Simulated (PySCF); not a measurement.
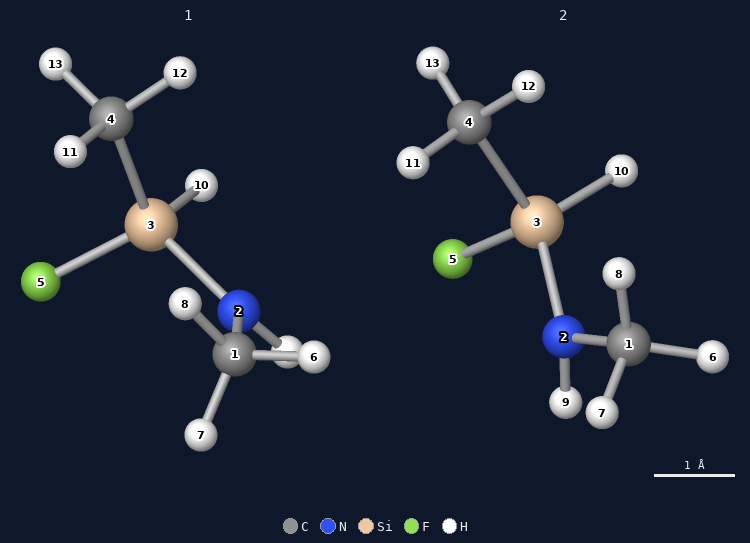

Two geometries of C2H8FNSi, drawn at one scale. One is the start of a relaxation, the other its converged end. The picture is a ball-and-stick view, seen from a free direction.

The calculation used PBE0-D3(BJ)/def2-SVP geometry optimisation, gas phase in PySCF 2.14.0, density-fitted response routines. 

> Which geometry has the lower energy?

Structure 1 is the relaxed one. The start comes from GFN2-xTB. Its atoms were then displaced at random by about 0.01 Å. The largest move after the best rigid fit is that of H9, 1.39 Å. By element the largest moves are H 1.39 Å, F 0.84 Å, N 0.72 Å, C 0.28 Å, Si 0.14 Å. Among the contacts that change: C4–H13 1.025 → 1.101 Å, Si3–C4 1.928 → 1.860 Å, N2–H9 0.987 → 1.014 Å, C4–H11 1.076 → 1.101 Å. Among the angles between lasting bonds that change: N2–Si3–H10 119.0° → 106.7°, N2–Si3–F5 102.9° → 113.0°, N2–C1–H7 109.3° → 113.5°. Over 19 geometry steps the energy falls by 36.4 kJ/mol.
